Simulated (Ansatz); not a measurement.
# BH (triplet): SPW92, PBE, r2SCAN over a scan of the distance B1–H2, cc-pVQZ

How well do these functionals follow the top wave-function level for BH (triplet) over a scan of the distance B1–H2?

Program: Ansatz 0.2.0, Gaussian basis. Level of theory: cc-pVQZ, all electrons in the functionals. These are calculated values, not measurements.

Plan: SPW92, PBE, r2SCAN, at 0.938 Å; 1.061 Å; 1.194 Å; 1.327 Å; 1.474 Å; 1.633 Å; 1.938 Å; 2.219 Å; 2.674 Å; 3.215 Å; 4.044 Å.

17 further runs of the same task are left out: 10 that didn't finish, 7 set aside as unsound or not needed.

## 1. The system

The geometry derives from a PBE0/def2-TZVP stationary point (not a proven minimum). One bond is set to the value named and the two fragments are kept rigid.

2 atoms, charge 0, spin multiplicity 3.

Atoms are counted from 1 here; the program's logs count them from 0.

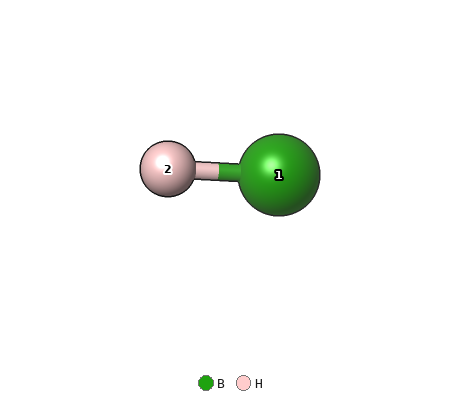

The geometry (boron green, hydrogen pink); atoms are numbered from 1 in the order of the file.

No dispersion term is added.

The geometry shown and the zero of energy belong to the point 1.194 Å. The yardstick, FCI, and other wave-function levels (R restricted, U unrestricted, valence and pair active spaces) come from earlier runs.

## 2. SPW92, 0.938 Å

Input file in.yaml:

```yaml
crystal:
  periodic: [false, false, false]
  atoms:
    - {symbol: B, position_ang: [0.000000, 0.000000, 0.000000]}
    - {symbol: H, position_ang: [0.000000, 0.000000, 0.938000]}
basis:
  gaussian: {orbitals: cc-pVQZ}
magnetization: {spin_polarized: true, initial_magnetization: 2}
hamiltonian: {xc: {name: SPW92}}
```

Started as:

```
$ ansatz run in.yaml --threads 1 --pin off --events-out ev --progress --plain --max-ram 2393MiB
```

What it wrote, shortened:

```text
Functional definition: SPW92
  name "SPW92"
  cite "Dirac, Proc. Camb. Phil. Soc. 26, 376 (1930) doi:10.1017/S0305004100016108"
  cite "Slater, Phys. Rev. 81, 385 (1951) doi:10.1103/PhysRev.81.385"
  cite "Perdew & Wang, Phys. Rev. B 45, 13244 (1992) doi:10.1103/PhysRevB.45.13244"
[...]
229 factors; their error is unknown
[...]
mean field -677.33178747 eV, -24.8914840777 hartree, gradient 5.7e-5 eV, S^2 2.000841; 1 other end points of the search recorded, 0 dependent functions left out
reference -677.33181381 eV, -24.8914850456 hartree; 4, 2 occupied and 81, 83 virtual orbitals, 229 factors
Total energy: -677.33181381 eV, -24.8914850456 hartree
```

Wall time 0.54 s (1 thread of Arm Neoverse N1, shared host).

From the report: ⟨S²⟩ of the determinant 2.001 (pure triplet: 2.00).

## 3. SPW92, 1.061 Å

Edit in.yaml of step 2 so:

```diff
@@ -4,3 +4,3 @@
     - {symbol: B, position_ang: [0.000000, 0.000000, 0.000000]}
-    - {symbol: H, position_ang: [0.000000, 0.000000, 0.938000]}
+    - {symbol: H, position_ang: [0.000000, 0.000000, 1.061000]}
 basis:
```

Same command.

What it wrote, shortened:

```text
Functional definition: SPW92
  name "SPW92"
  cite "Dirac, Proc. Camb. Phil. Soc. 26, 376 (1930) doi:10.1017/S0305004100016108"
  cite "Slater, Phys. Rev. 81, 385 (1951) doi:10.1103/PhysRev.81.385"
  cite "Perdew & Wang, Phys. Rev. B 45, 13244 (1992) doi:10.1103/PhysRevB.45.13244"
[...]
229 factors; their error is unknown
[...]
mean field -678.33031361 eV, -24.9281792362 hartree, gradient 6.7e-5 eV, S^2 2.000910; 1 other end points of the search recorded, 0 dependent functions left out
reference -678.33034009 eV, -24.9281802094 hartree; 4, 2 occupied and 81, 83 virtual orbitals, 229 factors
Total energy: -678.33034009 eV, -24.9281802094 hartree
```

Run time: 0.57 s. Hardware: 1 thread of Arm Neoverse N1, shared host.

From the report: ⟨S²⟩ of the determinant 2.001 (pure triplet: 2.00).

## 4. SPW92, 1.194 Å

Edit in.yaml of step 3 so:

```diff
@@ -4,3 +4,3 @@
     - {symbol: B, position_ang: [0.000000, 0.000000, 0.000000]}
-    - {symbol: H, position_ang: [0.000000, 0.000000, 1.061000]}
+    - {symbol: H, position_ang: [0.000000, 0.000000, 1.194000]}
 basis:
```

Same command.

What it wrote, shortened:

```text
Functional definition: SPW92
  name "SPW92"
  cite "Dirac, Proc. Camb. Phil. Soc. 26, 376 (1930) doi:10.1017/S0305004100016108"
  cite "Slater, Phys. Rev. 81, 385 (1951) doi:10.1103/PhysRev.81.385"
  cite "Perdew & Wang, Phys. Rev. B 45, 13244 (1992) doi:10.1103/PhysRevB.45.13244"
[...]
229 factors; their error is unknown
[...]
mean field -678.62810679 eV, -24.9391229339 hartree, gradient 2.7e-5 eV, S^2 2.000968; 1 other end points of the search recorded, 0 dependent functions left out
reference -678.62813367 eV, -24.9391239216 hartree; 4, 2 occupied and 81, 83 virtual orbitals, 229 factors
Total energy: -678.62813367 eV, -24.9391239216 hartree
```

It took 0.6 s on 1 thread of Arm Neoverse N1, shared host.

From the report: ⟨S²⟩ of the determinant 2.001 (pure triplet: 2.00).

## 5. SPW92, 1.327 Å

Edit in.yaml of step 4 so:

```diff
@@ -4,3 +4,3 @@
     - {symbol: B, position_ang: [0.000000, 0.000000, 0.000000]}
-    - {symbol: H, position_ang: [0.000000, 0.000000, 1.194000]}
+    - {symbol: H, position_ang: [0.000000, 0.000000, 1.327000]}
 basis:
```

The command is unchanged.

What it wrote, shortened:

```text
Functional definition: SPW92
  name "SPW92"
  cite "Dirac, Proc. Camb. Phil. Soc. 26, 376 (1930) doi:10.1017/S0305004100016108"
  cite "Slater, Phys. Rev. 81, 385 (1951) doi:10.1103/PhysRev.81.385"
  cite "Perdew & Wang, Phys. Rev. B 45, 13244 (1992) doi:10.1103/PhysRevB.45.13244"
[...]
229 factors; their error is unknown
[...]
mean field -678.49950290 eV, -24.9343968280 hartree, gradient 7.1e-6 eV, S^2 2.001029; 3 other end points of the search recorded, 0 dependent functions left out
reference -678.49953019 eV, -24.9343978309 hartree; 4, 2 occupied and 81, 83 virtual orbitals, 229 factors
Total energy: -678.49953019 eV, -24.9343978309 hartree
```

Run time: 0.57 s. Hardware: 1 thread of Arm Neoverse N1, shared host.

From the report: ⟨S²⟩ of the determinant 2.001 (pure triplet: 2.00).

From 1.194 Å: +12.4 kJ/mol.

## 6. SPW92, 1.474 Å

Edit in.yaml of step 5 so:

```diff
@@ -4,3 +4,3 @@
     - {symbol: B, position_ang: [0.000000, 0.000000, 0.000000]}
-    - {symbol: H, position_ang: [0.000000, 0.000000, 1.327000]}
+    - {symbol: H, position_ang: [0.000000, 0.000000, 1.474000]}
 basis:
```

Same command.

What it wrote, shortened:

```text
Functional definition: SPW92
  name "SPW92"
  cite "Dirac, Proc. Camb. Phil. Soc. 26, 376 (1930) doi:10.1017/S0305004100016108"
  cite "Slater, Phys. Rev. 81, 385 (1951) doi:10.1103/PhysRev.81.385"
  cite "Perdew & Wang, Phys. Rev. B 45, 13244 (1992) doi:10.1103/PhysRevB.45.13244"
[...]
229 factors; their error is unknown
[...]
mean field -678.12453470 eV, -24.9206170008 hartree, gradient 2.2e-5 eV, S^2 2.001246; 3 other end points of the search recorded, 0 dependent functions left out
reference -678.12456227 eV, -24.9206180142 hartree; 4, 2 occupied and 81, 83 virtual orbitals, 229 factors
Total energy: -678.12456227 eV, -24.9206180142 hartree
```

It took 0.57 s on 1 thread of Arm Neoverse N1, shared host.

From the report: ⟨S²⟩ of the determinant 2.001 (pure triplet: 2.00).

From 1.194 Å: +48.6 kJ/mol.

## 7. SPW92, 1.633 Å

Edit in.yaml of step 6 so:

```diff
@@ -4,3 +4,3 @@
     - {symbol: B, position_ang: [0.000000, 0.000000, 0.000000]}
-    - {symbol: H, position_ang: [0.000000, 0.000000, 1.474000]}
+    - {symbol: H, position_ang: [0.000000, 0.000000, 1.633000]}
 basis:
```

Same command.

What it wrote, shortened:

```text
Functional definition: SPW92
  name "SPW92"
  cite "Dirac, Proc. Camb. Phil. Soc. 26, 376 (1930) doi:10.1017/S0305004100016108"
  cite "Slater, Phys. Rev. 81, 385 (1951) doi:10.1103/PhysRev.81.385"
  cite "Perdew & Wang, Phys. Rev. B 45, 13244 (1992) doi:10.1103/PhysRevB.45.13244"
[...]
229 factors; their error is unknown
[...]
mean field -677.62560626 eV, -24.9022817190 hartree, gradient 1.3e-5 eV, S^2 2.002170; 1 other end points of the search recorded, 0 dependent functions left out
reference -677.62563393 eV, -24.9022827357 hartree; 4, 2 occupied and 81, 83 virtual orbitals, 229 factors
Total energy: -677.62563393 eV, -24.9022827357 hartree
```

Wall time 0.57 s (1 thread of Arm Neoverse N1, shared host).

From the report: ⟨S²⟩ of the determinant 2.002 (pure triplet: 2.00).

From 1.194 Å: +96.7 kJ/mol.

## 8. SPW92, 1.938 Å

Edit in.yaml of step 7 so:

```diff
@@ -4,3 +4,3 @@
     - {symbol: B, position_ang: [0.000000, 0.000000, 0.000000]}
-    - {symbol: H, position_ang: [0.000000, 0.000000, 1.633000]}
+    - {symbol: H, position_ang: [0.000000, 0.000000, 1.938000]}
 basis:
```

Same command.

What it wrote, shortened:

```text
Functional definition: SPW92
  name "SPW92"
  cite "Dirac, Proc. Camb. Phil. Soc. 26, 376 (1930) doi:10.1017/S0305004100016108"
  cite "Slater, Phys. Rev. 81, 385 (1951) doi:10.1103/PhysRev.81.385"
  cite "Perdew & Wang, Phys. Rev. B 45, 13244 (1992) doi:10.1103/PhysRevB.45.13244"
[...]
229 factors; their error is unknown
[...]
mean field -676.76257357 eV, -24.8705658525 hartree, gradient 1.8e-5 eV, S^2 2.008047; 1 other end points of the search recorded, 0 dependent functions left out
reference -676.76260145 eV, -24.8705668771 hartree; 4, 2 occupied and 81, 83 virtual orbitals, 229 factors
Total energy: -676.76260145 eV, -24.8705668771 hartree
```

It took 0.57 s on 1 thread of Arm Neoverse N1, shared host.

From the report: ⟨S²⟩ of the determinant 2.008 (pure triplet: 2.00).

From 1.194 Å: +180.0 kJ/mol.

## 9. SPW92, 2.219 Å

Edit in.yaml of step 8 so:

```diff
@@ -4,3 +4,3 @@
     - {symbol: B, position_ang: [0.000000, 0.000000, 0.000000]}
-    - {symbol: H, position_ang: [0.000000, 0.000000, 1.938000]}
+    - {symbol: H, position_ang: [0.000000, 0.000000, 2.219000]}
 basis:
```

Launched as before.

What it wrote, shortened:

```text
Functional definition: SPW92
  name "SPW92"
  cite "Dirac, Proc. Camb. Phil. Soc. 26, 376 (1930) doi:10.1017/S0305004100016108"
  cite "Slater, Phys. Rev. 81, 385 (1951) doi:10.1103/PhysRev.81.385"
  cite "Perdew & Wang, Phys. Rev. B 45, 13244 (1992) doi:10.1103/PhysRevB.45.13244"
[...]
229 factors; their error is unknown
[...]
mean field -676.26889536 eV, -24.8524235128 hartree, gradient 1.2e-5 eV, S^2 2.009507; 6 other end points of the search recorded, 0 dependent functions left out
reference -676.26892343 eV, -24.8524245444 hartree; 4, 2 occupied and 81, 83 virtual orbitals, 229 factors
Total energy: -676.26892343 eV, -24.8524245444 hartree
```

Wall time 1.1 s (1 thread of Arm Neoverse N1, shared host).

From the report: ⟨S²⟩ of the determinant 2.010 (pure triplet: 2.00).

From 1.194 Å: +227.6 kJ/mol.

## 10. SPW92, 2.674 Å

Edit in.yaml of step 9 so:

```diff
@@ -4,3 +4,3 @@
     - {symbol: B, position_ang: [0.000000, 0.000000, 0.000000]}
-    - {symbol: H, position_ang: [0.000000, 0.000000, 2.219000]}
+    - {symbol: H, position_ang: [0.000000, 0.000000, 2.674000]}
 basis:
```

The command is unchanged.

What it wrote, shortened:

```text
Functional definition: SPW92
  name "SPW92"
  cite "Dirac, Proc. Camb. Phil. Soc. 26, 376 (1930) doi:10.1017/S0305004100016108"
  cite "Slater, Phys. Rev. 81, 385 (1951) doi:10.1103/PhysRev.81.385"
  cite "Perdew & Wang, Phys. Rev. B 45, 13244 (1992) doi:10.1103/PhysRevB.45.13244"
[...]
229 factors; their error is unknown
[...]
mean field -675.92756398 eV, -24.8398798161 hartree, gradient 5.0e-6 eV, S^2 2.003310; 8 other end points of the search recorded, 0 dependent functions left out
reference -675.92759213 eV, -24.8398808505 hartree; 4, 2 occupied and 81, 83 virtual orbitals, 229 factors
Total energy: -675.92759213 eV, -24.8398808505 hartree
```

Run time: 1.1 s. Hardware: 1 thread of Arm Neoverse N1, shared host.

From the report: ⟨S²⟩ of the determinant 2.003 (pure triplet: 2.00).

From 1.194 Å: +260.6 kJ/mol.

## 11. SPW92, 3.215 Å

Edit in.yaml of step 10 so:

```diff
@@ -4,3 +4,3 @@
     - {symbol: B, position_ang: [0.000000, 0.000000, 0.000000]}
-    - {symbol: H, position_ang: [0.000000, 0.000000, 2.674000]}
+    - {symbol: H, position_ang: [0.000000, 0.000000, 3.215000]}
 basis:
```

Same command.

What it wrote, shortened:

```text
Functional definition: SPW92
  name "SPW92"
  cite "Dirac, Proc. Camb. Phil. Soc. 26, 376 (1930) doi:10.1017/S0305004100016108"
  cite "Slater, Phys. Rev. 81, 385 (1951) doi:10.1103/PhysRev.81.385"
  cite "Perdew & Wang, Phys. Rev. B 45, 13244 (1992) doi:10.1103/PhysRevB.45.13244"
[...]
229 factors; their error is unknown
[...]
mean field -675.79555218 eV, -24.8350284719 hartree, gradient 5.0e-6 eV, S^2 2.001739; 7 other end points of the search recorded, 0 dependent functions left out
reference -675.79558222 eV, -24.8350295757 hartree; 4, 2 occupied and 81, 83 virtual orbitals, 229 factors
Total energy: -675.79558222 eV, -24.8350295757 hartree
```

Run time: 1.3 s. Hardware: 1 thread of Arm Neoverse N1, shared host.

From the report: ⟨S²⟩ of the determinant 2.002 (pure triplet: 2.00).

From 1.194 Å: +273.3 kJ/mol.

## 12. SPW92, 4.044 Å

Edit in.yaml of step 11 so:

```diff
@@ -4,3 +4,3 @@
     - {symbol: B, position_ang: [0.000000, 0.000000, 0.000000]}
-    - {symbol: H, position_ang: [0.000000, 0.000000, 3.215000]}
+    - {symbol: H, position_ang: [0.000000, 0.000000, 4.044000]}
 basis:
```

Launched as before.

What it wrote, shortened:

```text
Functional definition: SPW92
  name "SPW92"
  cite "Dirac, Proc. Camb. Phil. Soc. 26, 376 (1930) doi:10.1017/S0305004100016108"
  cite "Slater, Phys. Rev. 81, 385 (1951) doi:10.1103/PhysRev.81.385"
  cite "Perdew & Wang, Phys. Rev. B 45, 13244 (1992) doi:10.1103/PhysRevB.45.13244"
[...]
229 factors; their error is unknown
[...]
mean field -675.74023608 eV, -24.8329956428 hartree, gradient 6.4e-6 eV, S^2 2.001666; 8 other end points of the search recorded, 0 dependent functions left out
reference -675.74026952 eV, -24.8329968717 hartree; 4, 2 occupied and 81, 83 virtual orbitals, 229 factors
Total energy: -675.74026952 eV, -24.8329968717 hartree
```

It took 2 s on 1 thread of Arm Neoverse N1, shared host.

From the report: ⟨S²⟩ of the determinant 2.002 (pure triplet: 2.00).

From 1.194 Å: +278.6 kJ/mol.

## 13. PBE, 0.938 Å

Input file in.yaml:

```yaml
crystal:
  periodic: [false, false, false]
  atoms:
    - {symbol: B, position_ang: [0.000000, 0.000000, 0.000000]}
    - {symbol: H, position_ang: [0.000000, 0.000000, 0.938000]}
basis:
  gaussian: {orbitals: cc-pVQZ}
magnetization: {spin_polarized: true, initial_magnetization: 2}
hamiltonian: {xc: {name: PBE}}
output: {orbitals: {seedname: orbitals}}
```

Same command.

What it wrote, shortened:

```text
Functional definition: PBE
  name "PBE"
  cite "Perdew, Burke & Ernzerhof, Phys. Rev. Lett. 77, 3865 (1996) doi:10.1103/PhysRevLett.77.3865"
  parent pbe
[...]
229 factors; their error is unknown
[...]
mean field -684.62721956 eV, -25.1595862617 hartree, gradient 7.3e-5 eV, S^2 2.001001; 1 other end points of the search recorded, 0 dependent functions left out
reference -684.62725336 eV, -25.1595875041 hartree; 4, 2 occupied and 81, 83 virtual orbitals, 229 factors
Total energy: -684.62725336 eV, -25.1595875041 hartree
```

It took 1.1 s on 1 thread of Arm Neoverse N1, shared host.

From the report: ⟨S²⟩ of the determinant 2.001 (pure triplet: 2.00).

## 14. PBE, 1.061 Å

Edit in.yaml of step 13 so:

```diff
@@ -4,3 +4,3 @@
     - {symbol: B, position_ang: [0.000000, 0.000000, 0.000000]}
-    - {symbol: H, position_ang: [0.000000, 0.000000, 0.938000]}
+    - {symbol: H, position_ang: [0.000000, 0.000000, 1.061000]}
 basis:
```

Launched as before.

What it wrote, shortened:

```text
Functional definition: PBE
  name "PBE"
  cite "Perdew, Burke & Ernzerhof, Phys. Rev. Lett. 77, 3865 (1996) doi:10.1103/PhysRevLett.77.3865"
  parent pbe
[...]
229 factors; their error is unknown
[...]
mean field -685.60648959 eV, -25.1955737718 hartree, gradient 7.0e-6 eV, S^2 2.001052; 3 other end points of the search recorded, 0 dependent functions left out
reference -685.60652350 eV, -25.1955750178 hartree; 4, 2 occupied and 81, 83 virtual orbitals, 229 factors
Total energy: -685.60652350 eV, -25.1955750178 hartree
```

It took 1.1 s on 1 thread of Arm Neoverse N1, shared host.

From the report: ⟨S²⟩ of the determinant 2.001 (pure triplet: 2.00).

## 15. PBE, 1.194 Å

Edit in.yaml of step 14 so:

```diff
@@ -4,3 +4,3 @@
     - {symbol: B, position_ang: [0.000000, 0.000000, 0.000000]}
-    - {symbol: H, position_ang: [0.000000, 0.000000, 1.061000]}
+    - {symbol: H, position_ang: [0.000000, 0.000000, 1.194000]}
 basis:
```

Launched as before.

What it wrote, shortened:

```text
Functional definition: PBE
  name "PBE"
  cite "Perdew, Burke & Ernzerhof, Phys. Rev. Lett. 77, 3865 (1996) doi:10.1103/PhysRevLett.77.3865"
  parent pbe
[...]
229 factors; their error is unknown
[...]
mean field -685.88561618 eV, -25.2058314847 hartree, gradient 3.5e-5 eV, S^2 2.001152; 1 other end points of the search recorded, 0 dependent functions left out
reference -685.88565051 eV, -25.2058327462 hartree; 4, 2 occupied and 81, 83 virtual orbitals, 229 factors
Total energy: -685.88565051 eV, -25.2058327462 hartree
```

Run time: 1.1 s. Hardware: 1 thread of Arm Neoverse N1, shared host.

From the report: ⟨S²⟩ of the determinant 2.001 (pure triplet: 2.00).

## 16. PBE, 1.327 Å

Edit in.yaml of step 15 so:

```diff
@@ -4,3 +4,3 @@
     - {symbol: B, position_ang: [0.000000, 0.000000, 0.000000]}
-    - {symbol: H, position_ang: [0.000000, 0.000000, 1.194000]}
+    - {symbol: H, position_ang: [0.000000, 0.000000, 1.327000]}
 basis:
```

Launched as before.

What it wrote, shortened:

```text
Functional definition: PBE
  name "PBE"
  cite "Perdew, Burke & Ernzerhof, Phys. Rev. Lett. 77, 3865 (1996) doi:10.1103/PhysRevLett.77.3865"
  parent pbe
[...]
229 factors; their error is unknown
[...]
mean field -685.74210566 eV, -25.2005575704 hartree, gradient 2.1e-5 eV, S^2 2.001462; 3 other end points of the search recorded, 0 dependent functions left out
reference -685.74214043 eV, -25.2005588482 hartree; 4, 2 occupied and 81, 83 virtual orbitals, 229 factors
Total energy: -685.74214043 eV, -25.2005588482 hartree
```

It took 1.1 s on 1 thread of Arm Neoverse N1, shared host.

From the report: ⟨S²⟩ of the determinant 2.001 (pure triplet: 2.00).

From 1.194 Å: +13.8 kJ/mol.

## 17. PBE, 1.474 Å

Edit in.yaml of step 16 so:

```diff
@@ -4,3 +4,3 @@
     - {symbol: B, position_ang: [0.000000, 0.000000, 0.000000]}
-    - {symbol: H, position_ang: [0.000000, 0.000000, 1.327000]}
+    - {symbol: H, position_ang: [0.000000, 0.000000, 1.474000]}
 basis:
```

Same command.

What it wrote, shortened:

```text
Functional definition: PBE
  name "PBE"
  cite "Perdew, Burke & Ernzerhof, Phys. Rev. Lett. 77, 3865 (1996) doi:10.1103/PhysRevLett.77.3865"
  parent pbe
[...]
229 factors; their error is unknown
[...]
mean field -685.35649685 eV, -25.1863867078 hartree, gradient 1.2e-5 eV, S^2 2.002593; 3 other end points of the search recorded, 0 dependent functions left out
reference -685.35653182 eV, -25.1863879932 hartree; 4, 2 occupied and 81, 83 virtual orbitals, 229 factors
Total energy: -685.35653182 eV, -25.1863879932 hartree
```

Wall time 1.1 s (1 thread of Arm Neoverse N1, shared host).

From the report: ⟨S²⟩ of the determinant 2.003 (pure triplet: 2.00).

From 1.194 Å: +51.1 kJ/mol.

## 18. PBE, 1.633 Å

Edit in.yaml of step 17 so:

```diff
@@ -4,3 +4,3 @@
     - {symbol: B, position_ang: [0.000000, 0.000000, 0.000000]}
-    - {symbol: H, position_ang: [0.000000, 0.000000, 1.474000]}
+    - {symbol: H, position_ang: [0.000000, 0.000000, 1.633000]}
 basis:
```

Launched as before.

What it wrote, shortened:

```text
Functional definition: PBE
  name "PBE"
  cite "Perdew, Burke & Ernzerhof, Phys. Rev. Lett. 77, 3865 (1996) doi:10.1103/PhysRevLett.77.3865"
  parent pbe
[...]
229 factors; their error is unknown
[...]
mean field -684.85554414 eV, -25.1679770355 hartree, gradient 3.8e-5 eV, S^2 2.006193; 1 other end points of the search recorded, 0 dependent functions left out
reference -684.85557911 eV, -25.1679783204 hartree; 4, 2 occupied and 81, 83 virtual orbitals, 229 factors
Total energy: -684.85557911 eV, -25.1679783204 hartree
```

It took 1.1 s on 1 thread of Arm Neoverse N1, shared host.

From the report: ⟨S²⟩ of the determinant 2.006 (pure triplet: 2.00).

From 1.194 Å: +99.4 kJ/mol.

## 19. PBE, 1.938 Å

Edit in.yaml of step 18 so:

```diff
@@ -4,3 +4,3 @@
     - {symbol: B, position_ang: [0.000000, 0.000000, 0.000000]}
-    - {symbol: H, position_ang: [0.000000, 0.000000, 1.633000]}
+    - {symbol: H, position_ang: [0.000000, 0.000000, 1.938000]}
 basis:
```

Same command.

What it wrote, shortened:

```text
Functional definition: PBE
  name "PBE"
  cite "Perdew, Burke & Ernzerhof, Phys. Rev. Lett. 77, 3865 (1996) doi:10.1103/PhysRevLett.77.3865"
  parent pbe
[...]
229 factors; their error is unknown
[...]
mean field -684.03011845 eV, -25.1376432006 hartree, gradient 2.4e-5 eV, S^2 2.022445; 3 other end points of the search recorded, 0 dependent functions left out
reference -684.03015357 eV, -25.1376444915 hartree; 4, 2 occupied and 81, 83 virtual orbitals, 229 factors
Total energy: -684.03015357 eV, -25.1376444915 hartree
```

Run time: 1.2 s. Hardware: 1 thread of Arm Neoverse N1, shared host.

From the report: ⟨S²⟩ of the determinant 2.022 (pure triplet: 2.00).

From 1.194 Å: +179.0 kJ/mol.

## 20. PBE, 2.219 Å

Edit in.yaml of step 19 so:

```diff
@@ -4,3 +4,3 @@
     - {symbol: B, position_ang: [0.000000, 0.000000, 0.000000]}
-    - {symbol: H, position_ang: [0.000000, 0.000000, 1.938000]}
+    - {symbol: H, position_ang: [0.000000, 0.000000, 2.219000]}
 basis:
```

Launched as before.

What it wrote, shortened:

```text
Functional definition: PBE
  name "PBE"
  cite "Perdew, Burke & Ernzerhof, Phys. Rev. Lett. 77, 3865 (1996) doi:10.1103/PhysRevLett.77.3865"
  parent pbe
[...]
229 factors; their error is unknown
[...]
mean field -683.61381654 eV, -25.1223443879 hartree, gradient 1.1e-5 eV, S^2 2.023076; 9 other end points of the search recorded, 0 dependent functions left out
reference -683.61385186 eV, -25.1223456858 hartree; 4, 2 occupied and 81, 83 virtual orbitals, 229 factors
Total energy: -683.61385186 eV, -25.1223456858 hartree
```

Run time: 2.4 s. Hardware: 1 thread of Arm Neoverse N1, shared host.

From the report: ⟨S²⟩ of the determinant 2.023 (pure triplet: 2.00).

From 1.194 Å: +219.2 kJ/mol.

## 21. PBE, 2.674 Å

Edit in.yaml of step 20 so:

```diff
@@ -4,3 +4,3 @@
     - {symbol: B, position_ang: [0.000000, 0.000000, 0.000000]}
-    - {symbol: H, position_ang: [0.000000, 0.000000, 2.219000]}
+    - {symbol: H, position_ang: [0.000000, 0.000000, 2.674000]}
 basis:
```

Same command.

What it wrote, shortened:

```text
Functional definition: PBE
  name "PBE"
  cite "Perdew, Burke & Ernzerhof, Phys. Rev. Lett. 77, 3865 (1996) doi:10.1103/PhysRevLett.77.3865"
  parent pbe
[...]
229 factors; their error is unknown
[...]
mean field -683.38856182 eV, -25.1140664294 hartree, gradient 3.1e-6 eV, S^2 2.007114; 8 other end points of the search recorded, 0 dependent functions left out
reference -683.38859724 eV, -25.1140677312 hartree; 4, 2 occupied and 81, 83 virtual orbitals, 229 factors
Total energy: -683.38859724 eV, -25.1140677312 hartree
```

Wall time 3 s (1 thread of Arm Neoverse N1, shared host).

From the report: ⟨S²⟩ of the determinant 2.007 (pure triplet: 2.00).

From 1.194 Å: +240.9 kJ/mol.

(Part 1 of 2 ends here.)
